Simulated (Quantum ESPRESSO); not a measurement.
# TiAu: non-collinear starts

Aim: see whether a non-collinear arrangement of the moments of TiAu lies under the collinear ones.

Calculated with Quantum ESPRESSO 7.5; LDA; plane waves with GBRV 1.5 LDA potentials, no spin-orbit coupling.

## Step 1: The structure

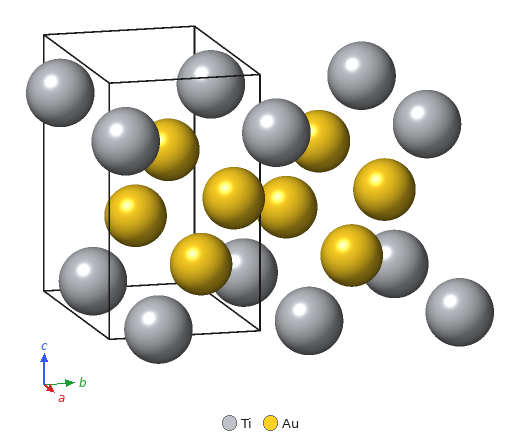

Start, viewed slightly off an axis; titanium light grey, gold yellow. 2×2×1 cells are drawn. Some periodic images of atoms are drawn too.

Structure file:

```cif
data_structure
_symmetry_space_group_name_H-M 'Pmma'
_symmetry_Int_Tables_number 51
_cell_length_a 4.6151
_cell_length_b 2.9552
_cell_length_c 4.9475
_cell_angle_alpha 90.000
_cell_angle_beta 90.000
_cell_angle_gamma 90.000
_cell_volume 67.48
loop_
_atom_site_label
_atom_site_type_symbol
_atom_site_symmetry_multiplicity
_atom_site_Wyckoff_symbol
_atom_site_fract_x
_atom_site_fract_y
_atom_site_fract_z
_atom_site_occupancy
Ti1 Ti 2 e 0.25000 0.00000 0.82019 1
Au1 Au 2 f 0.25000 0.50000 0.32411 1
```

The cell comes from Materials Project 2023-11-01, a database of computed structures, and need not be the stable phase.

## Step 2: Start 1: collinear parallel

Contents of pw.in:

```
&CONTROL
  calculation = 'scf'
  prefix = 'pwscf'
  outdir = './tmp'
  pseudo_dir = './pseudo'
  disk_io = 'nowf'
/
&SYSTEM
  ibrav = 0
  nat = 4
  ntyp = 2
  ecutwfc = 34
  ecutrho = 238
  nbnd = 64
  occupations = 'smearing'
  smearing = 'fd'
  degauss = 0.00367493
  noncolin = .true.
  starting_magnetization(1) = 0.0833
  angle1(1) = 0
  angle2(1) = 0
  starting_magnetization(2) = 0
/
&ELECTRONS
  conv_thr = 8d-09
  electron_maxstep = 150
  mixing_beta = 0.3
/
ATOMIC_SPECIES
Ti     47.8670 ti_lda_v1.4.uspp.F.UPF
Au    196.9666 au_lda_v1.uspp.F.UPF
CELL_PARAMETERS angstrom
   4.6150713700    0.0000000000    0.0000000000
   0.0000000000    2.9551944000    0.0000000000
   0.0000000000    0.0000000000    4.9475130000
ATOMIC_POSITIONS crystal
Ti      0.2500000000    0.0000000000    0.8201905100
Ti      0.7500000000    0.0000000000    0.1798094900
Au      0.2500000000    0.5000000000    0.3241104800
Au      0.7500000000    0.5000000000    0.6758895200
K_POINTS automatic
4 6 4 0 0 0
```

Launch:

```console
$ OMP_NUM_THREADS=1 mpirun -n 4 pw.x -nk 4 -in pw.in > pw.out
```

Log:

```text
Program PWSCF v.7.5 starts

     Message from routine setup:
     using ibrav=0 with symmetry is DISCOURAGED, use correct ibrav instead

     K-points division:     npool     =       4
     Subspace diagonalization in iterative solution of the eigenvalue problem:

     bravais-lattice index     =            0
     lattice parameter (alat)  =       8.7212  a.u.
     unit-cell volume          =     455.3528 (a.u.)^3
     number of atoms/cell      =            4
     number of atomic types    =            2
     number of electrons       =        46.00
     number of Kohn-Sham states=           64
     kinetic-energy cutoff     =      34.0000  Ry
     charge density cutoff     =     238.0000  Ry
     scf convergence threshold =      8.0E-09
     mixing beta               =       0.3000
     number of iterations used =            8  plain     mixing
     Exchange-correlation= SLA  PZ   NOGX NOGC
                           (   1   1   0   0   0   0   0)
     Noncollinear calculation without spin-orbit

     celldm(1)=   8.721221  celldm(2)=   0.000000  celldm(3)=   0.000000
     celldm(4)=   0.000000  celldm(5)=   0.000000  celldm(6)=   0.000000

     crystal axes: (cart. coord. in units of alat)
               a(1) = (   1.000000   0.000000   0.000000 )
               a(2) = (   0.000000   0.640336   0.000000 )
               a(3) = (   0.000000   0.000000   1.072034 )

     reciprocal axes: (cart. coord. in units 2 pi/alat)
               b(1) = (  1.000000  0.000000  0.000000 )
               b(2) = (  0.000000  1.561681  0.000000 )
               b(3) = (  0.000000  0.000000  0.932806 )

     PseudoPot. # 1 for Ti read from file:
     ti_lda_v1.4.uspp.F.UPF
     Pseudo is Ultrasoft + core correction, Zval = 12.0

     PseudoPot. # 2 for Au read from file:
     au_lda_v1.uspp.F.UPF
     Pseudo is Ultrasoft + core correction, Zval = 11.0

     atomic species   valence    mass     pseudopotential
     Ti               12.00    47.86700     Ti( 1.00)
     Au               11.00   196.96660     Au( 1.00)

      8 Sym. Ops., with inversion, found ( 4 have fractional translation)

   Cartesian axes

     site n.     atom                  positions (alat units)
         1        Ti     tau(   1) = (   0.2500000   0.0000000   0.8792720  )
         2        Ti     tau(   2) = (   0.7500000   0.0000000   0.1927619  )
         3        Au     tau(   3) = (   0.2500000   0.3201678   0.3474574  )
         4        Au     tau(   4) = (   0.7500000   0.3201678   0.7245765  )

     number of k points=    36  Fermi-Dirac smearing, width (Ry)=  0.0037
                       cart. coord. in units 2pi/alat
        k(    1) = (   0.0000000   0.0000000   0.0000000), wk =   0.0104167
        k(    2) = (   0.0000000   0.0000000   0.2332016), wk =   0.0208333
        k(    3) = (   0.0000000   0.0000000  -0.4664032), wk =   0.0104167
        k(    4) = (   0.0000000   0.2602802   0.0000000), wk =   0.0208333
        k(    5) = (   0.0000000   0.2602802   0.2332016), wk =   0.0416667
        [... 31 further k-points ...]

     Dense  grid:    28281 G-vectors     FFT dimensions: (  48,  27,  45)

     Smooth grid:    12211 G-vectors     FFT dimensions: (  36,  24,  36)

     Check: negative core charge=   -0.000008
     Generating pointlists ...
     new r_m :   0.2531 (alat units)  2.2072 (a.u.) for type    1
     new r_m :   0.2531 (alat units)  2.2072 (a.u.) for type    2

     Initial potential from superposition of free atoms

     starting charge      43.9997, renormalised to      46.0000

     negative rho (up, down):  2.915E-03 0.000E+00

 ==============================================================================
     atom number    1 relative position :    0.2500   0.0000   0.8793
     charge :    10.262418  (integrated on a sphere of radius 0.253)
     magnetization :          0.000000    0.000000    0.834719
     magnetization/charge:    0.000000    0.000000    0.081337
     polar coord.: r, theta, phi [deg] :     0.834719    0.000000  360.000000

 ==============================================================================

 ==============================================================================
     atom number    2 relative position :    0.7500   0.0000   0.1928
     charge :    10.262418  (integrated on a sphere of radius 0.253)
     magnetization :          0.000000    0.000000    0.834719
     magnetization/charge:    0.000000    0.000000    0.081337
     polar coord.: r, theta, phi [deg] :     0.834719    0.000000  360.000000

 ==============================================================================

 ==============================================================================
     atom number    3 relative position :    0.2500   0.3202   0.3475
     charge :     9.900018  (integrated on a sphere of radius 0.253)
     magnetization :          0.000000    0.000000    0.022647
     magnetization/charge:    0.000000    0.000000    0.002288
     polar coord.: r, theta, phi [deg] :     0.022647    0.000000  360.000000

 ==============================================================================

 ==============================================================================
     atom number    4 relative position :    0.7500   0.3202   0.7246
     charge :     9.900018  (integrated on a sphere of radius 0.253)
     magnetization :          0.000000    0.000000    0.022647
     magnetization/charge:    0.000000    0.000000    0.002288
     polar coord.: r, theta, phi [deg] :     0.022647    0.000000  360.000000

 ==============================================================================
     Starting wfcs are   76 randomized atomic wfcs

     Self-consistent Calculation

     iteration #  1     ecut=    34.00 Ry     beta= 0.30
     Davidson diagonalization with overlap
     ethr =  1.00E-02,  avg # of iterations =  2.0

     negative rho (up, down):  1.689E-03 0.000E+00

     total energy              =    -462.04564408 Ry
     estimated scf accuracy    <      16.55989283 Ry

     total magnetization       =    -0.00     0.00     0.71 Bohr mag/cell
     absolute magnetization    =     1.26 Bohr mag/cell

     iteration #  2     ecut=    34.00 Ry     beta= 0.30
     Davidson diagonalization with overlap
     ethr =  1.00E-02,  avg # of iterations =  3.8

     negative rho (up, down):  2.101E-03 0.000E+00

     total energy              =    -468.40747436 Ry
     estimated scf accuracy    <       9.37313419 Ry

     total magnetization       =     0.00     0.00     0.09 Bohr mag/cell
     absolute magnetization    =     0.11 Bohr mag/cell

     [... further iterations left out ...]

     iteration # 16     ecut=    34.00 Ry     beta= 0.30
     Davidson diagonalization with overlap
     ethr =  3.27E-10,  avg # of iterations =  2.6

     negative rho (up, down):  1.979E-03 0.000E+00

     total energy              =    -468.43802356 Ry
     estimated scf accuracy    <       0.00000002 Ry

     total magnetization       =    -0.00    -0.00     1.00 Bohr mag/cell
     absolute magnetization    =     1.02 Bohr mag/cell

     iteration # 17     ecut=    34.00 Ry     beta= 0.30
     Davidson diagonalization with overlap
     ethr =  4.12E-11,  avg # of iterations =  3.5

     negative rho (up, down):  1.979E-03 0.000E+00

 ==============================================================================
     atom number    1 relative position :    0.2500   0.0000   0.8793
     charge :    10.364304  (integrated on a sphere of radius 0.253)
     magnetization :          0.000000    0.000000    0.408054
     magnetization/charge:    0.000000    0.000000    0.039371
     polar coord.: r, theta, phi [deg] :     0.408054    0.000000  360.000000

 ==============================================================================

 ==============================================================================
     atom number    2 relative position :    0.7500   0.0000   0.1928
     charge :    10.364304  (integrated on a sphere of radius 0.253)
     magnetization :         -0.000000   -0.000000    0.408054
     magnetization/charge:   -0.000000   -0.000000    0.039371
     polar coord.: r, theta, phi [deg] :     0.408054    0.000000  360.000000

 ==============================================================================

 ==============================================================================
     atom number    3 relative position :    0.2500   0.3202   0.3475
     charge :     9.310683  (integrated on a sphere of radius 0.253)
     magnetization :          0.000000   -0.000000    0.009907
     magnetization/charge:    0.000000   -0.000000    0.001064
     polar coord.: r, theta, phi [deg] :     0.009907    0.000000  360.000000

 ==============================================================================

 ==============================================================================
     atom number    4 relative position :    0.7500   0.3202   0.7246
     charge :     9.310683  (integrated on a sphere of radius 0.253)
     magnetization :          0.000000   -0.000000    0.009907
     magnetization/charge:    0.000000   -0.000000    0.001064
     polar coord.: r, theta, phi [deg] :     0.009907    0.000000  360.000000

 ==============================================================================

     End of self-consistent calculation

     [... lines left out ...]
     the Fermi energy is    14.8121 ev

!    total energy              =    -468.43802357 Ry
     estimated scf accuracy    <          2.4E-09 Ry
     smearing contrib. (-TS)   =      -0.00211649 Ry
     internal energy E=F+TS    =    -468.43590708 Ry

     The total energy is F=E-TS. E is the sum of the following terms:
     one-electron contribution =     -57.11106973 Ry
     hartree contribution      =      64.00108603 Ry
     xc contribution           =    -159.80647450 Ry
     ewald contribution        =    -315.51944887 Ry

     total magnetization       =     0.00    -0.00     1.00 Bohr mag/cell
     absolute magnetization    =     1.02 Bohr mag/cell

     convergence has been achieved in  17 iterations

=------------------------------------------------------------------------------=
   JOB DONE.
=------------------------------------------------------------------------------=
```

Wall time 66 s (4 MPI ranks of Arm Neoverse V1, shared host); peak memory 0.65 GiB; 4.4 min of CPU time.

Spin moment in the atom's sphere by atom:

```tsv
atom	x (μB)	y (μB)	z (μB)	size
Ti1	0.000	0.000	0.408	0.408
Ti2	0.000	0.000	0.408	0.408
Au3	0.000	0.000	0.010	0.010
Au4	0.000	0.000	0.010	0.010
```

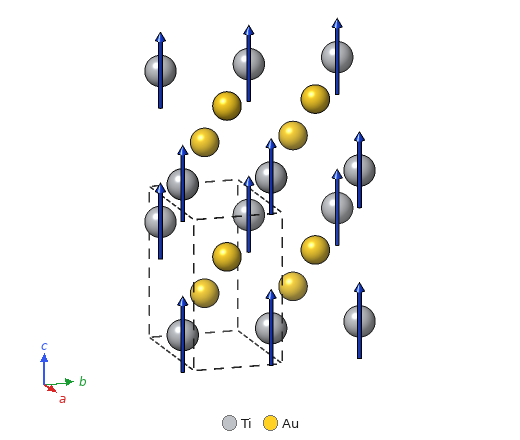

Spin moment in the atom's sphere as arrows, the longest 0.408 μB. 1×2×2 cells are drawn. Some periodic images of atoms are drawn too.

This step gave:

| Quantity | Value |
| --- | --- |
| smearing term TS | 0.02880 eV |
| magnetization | 0, 0, 1.002 μB |
| absolute magnetization | 1.018 μB |
| final state | ferromagnetic |

## Step 3: Start 2: random 2

pw.in: that of step 2 with these lines changed.

```diff
@@ -10,3 +10,3 @@
   nat = 4
-  ntyp = 2
+  ntyp = 3
   ecutwfc = 34
@@ -19,5 +19,9 @@
   starting_magnetization(1) = 0.0833
-  angle1(1) = 0
-  angle2(1) = 0
-  starting_magnetization(2) = 0
+  angle1(1) = 120.334
+  angle2(1) = -0.398
+  starting_magnetization(2) = 0.0833
+  angle1(2) = 101.656
+  angle2(2) = 156.21
+  starting_magnetization(3) = 0
+  nosym = .true.
 /
@@ -29,3 +33,4 @@
 ATOMIC_SPECIES
-Ti     47.8670 ti_lda_v1.4.uspp.F.UPF
+Ti1    47.8670 ti_lda_v1.4.uspp.F.UPF
+Ti2    47.8670 ti_lda_v1.4.uspp.F.UPF
 Au    196.9666 au_lda_v1.uspp.F.UPF
@@ -36,4 +41,4 @@
 ATOMIC_POSITIONS crystal
-Ti      0.2500000000    0.0000000000    0.8201905100
-Ti      0.7500000000    0.0000000000    0.1798094900
+Ti1     0.2500000000    0.0000000000    0.8201905100
+Ti2     0.7500000000    0.0000000000    0.1798094900
 Au      0.2500000000    0.5000000000    0.3241104800
```

Log:

```text
     [... lines left out ...]
Program PWSCF v.7.5 starts
     [... lines left out ...]
     number of atoms/cell      =            4
     [... lines left out ...]
     number of electrons       =        46.00
     number of Kohn-Sham states=           64
     kinetic-energy cutoff     =      34.0000  Ry
     charge density cutoff     =     238.0000  Ry
     scf convergence threshold =      8.0E-09
     [... lines left out ...]
     Noncollinear calculation without spin-orbit
     [... lines left out ...]
     No symmetry found
     [... lines left out ...]
     number of k points=    96  Fermi-Dirac smearing, width (Ry)=  0.0037
     [... lines left out ...]
     iteration # 22     ecut=    34.00 Ry     beta= 0.30
     [... lines left out ...]
     atom number    1 relative position :    0.2500   0.0000   0.8793
     [... lines left out ...]
     magnetization :         -0.016478    0.196555   -0.357347
     [... lines left out ...]
     atom number    2 relative position :    0.7500   0.0000   0.1928
     [... lines left out ...]
     magnetization :         -0.017219    0.196726   -0.357222
     [... lines left out ...]
     atom number    3 relative position :    0.2500   0.3202   0.3475
     [... lines left out ...]
     magnetization :         -0.000407    0.004764   -0.008656
     [... lines left out ...]
     atom number    4 relative position :    0.7500   0.3202   0.7246
     [... lines left out ...]
     magnetization :         -0.000410    0.004764   -0.008656
     [... lines left out ...]
     the Fermi energy is    14.8121 ev
!    total energy              =    -468.43801944 Ry
     estimated scf accuracy    <          3.4E-09 Ry
     smearing contrib. (-TS)   =      -0.00211648 Ry
     [... lines left out ...]
     total magnetization       =    -0.04     0.48    -0.88 Bohr mag/cell
     absolute magnetization    =     1.02 Bohr mag/cell
     convergence has been achieved in  22 iterations
```

The job ended after 3.5 min (4 MPI ranks; peak memory 0.83 GiB; 14 min of CPU time).

Spin moment in the atom's sphere by atom:

```tsv
atom	x (μB)	y (μB)	z (μB)	size
Ti1	-0.017	0.197	-0.357	0.408
Ti2	-0.017	0.197	-0.357	0.408
Au3	0.000	0.005	-0.009	0.010
Au4	0.000	0.005	-0.009	0.010
```

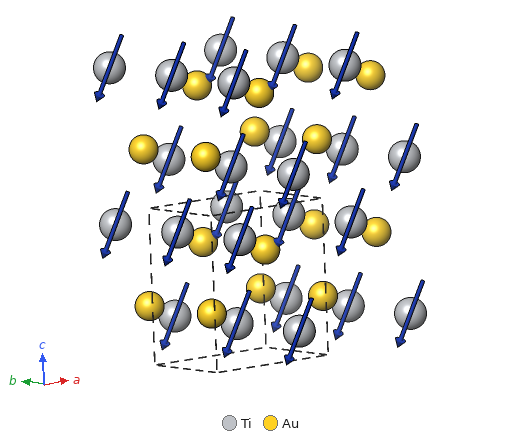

Spin moment in the atom's sphere as arrows, the longest 0.408 μB. 2×2×2 cells are drawn. Some periodic images of atoms are drawn too.

Numbers from this step:

| Quantity | Value |
| --- | --- |
| smearing term TS | 0.02880 eV |
| magnetization | -0.041, 0.483, -0.878 μB |
| absolute magnetization | 1.018 μB |
| final state | ferromagnetic |

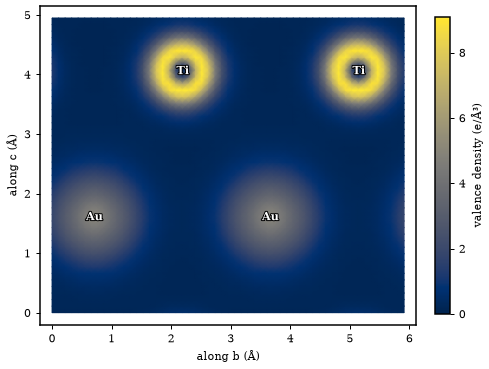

Valence density in the bc plane at fractional x = 0.250, with atoms of Ti and Au within 0.2 Å of it. It is the smooth field of the valence electrons, not physical close to the nuclei. The map starts off the cell's origin, so that atoms lie inside it.

## Step 4: Start 3: two sublattices 60 degrees apart

pw.in: that of step 3 with these lines changed.

```diff
@@ -19,9 +19,8 @@
   starting_magnetization(1) = 0.0833
-  angle1(1) = 120.334
-  angle2(1) = -0.398
+  angle1(1) = 90
+  angle2(1) = 0
   starting_magnetization(2) = 0.0833
-  angle1(2) = 101.656
-  angle2(2) = 156.21
+  angle1(2) = 90
+  angle2(2) = 59.999
   starting_magnetization(3) = 0
-  nosym = .true.
 /
```

Log:

```text
     [... lines left out ...]
Program PWSCF v.7.5 starts
     [... lines left out ...]
     number of atoms/cell      =            4
     [... lines left out ...]
     number of electrons       =        46.00
     number of Kohn-Sham states=           64
     kinetic-energy cutoff     =      34.0000  Ry
     charge density cutoff     =     238.0000  Ry
     scf convergence threshold =      8.0E-09
     [... lines left out ...]
     Noncollinear calculation without spin-orbit
     [... lines left out ...]
      2 Sym. Ops. (no inversion) found ( 1 have fractional translation)
     [... lines left out ...]
     number of k points=    72  Fermi-Dirac smearing, width (Ry)=  0.0037
     [... lines left out ...]
     iteration # 21     ecut=    34.00 Ry     beta= 0.30
     [... lines left out ...]
     atom number    1 relative position :    0.2500   0.0000   0.8793
     [... lines left out ...]
     magnetization :          0.353647    0.203979    0.000000
     [... lines left out ...]
     atom number    2 relative position :    0.7500   0.0000   0.1928
     [... lines left out ...]
     magnetization :          0.353521    0.204199    0.000000
     [... lines left out ...]
     atom number    3 relative position :    0.2500   0.3202   0.3475
     [... lines left out ...]
     magnetization :          0.008565    0.004943   -0.000000
     [... lines left out ...]
     atom number    4 relative position :    0.7500   0.3202   0.7246
     [... lines left out ...]
     magnetization :          0.008564    0.004944   -0.000000
     [... lines left out ...]
     the Fermi energy is    14.8121 ev
!    total energy              =    -468.43802357 Ry
     estimated scf accuracy    <          1.8E-09 Ry
     smearing contrib. (-TS)   =      -0.00211611 Ry
     [... lines left out ...]
     total magnetization       =     0.87     0.50     0.00 Bohr mag/cell
     absolute magnetization    =     1.02 Bohr mag/cell
     convergence has been achieved in  21 iterations
```

Run time: 2.5 min. Hardware: 4 MPI ranks; peak memory 0.76 GiB.

[end of part 1 of 2]

[Logs and program files are shortened in this print: banners, set-up blocks, solver, clock and traceback lines can be left out without a mark of their own.]

[Logs are printed without paths, hosts, clocks, repeated set-up lines and the standing remarks that a program may print on its own settings, such as how far it seeks lower states.]

[Hosts, paths, dates, database ids (printed as entryN), source tags and the programs' standing remarks are cut or masked in the printed files.]

[Where a cell is said to come from a database of computed structures, the database is the Materials Project.]
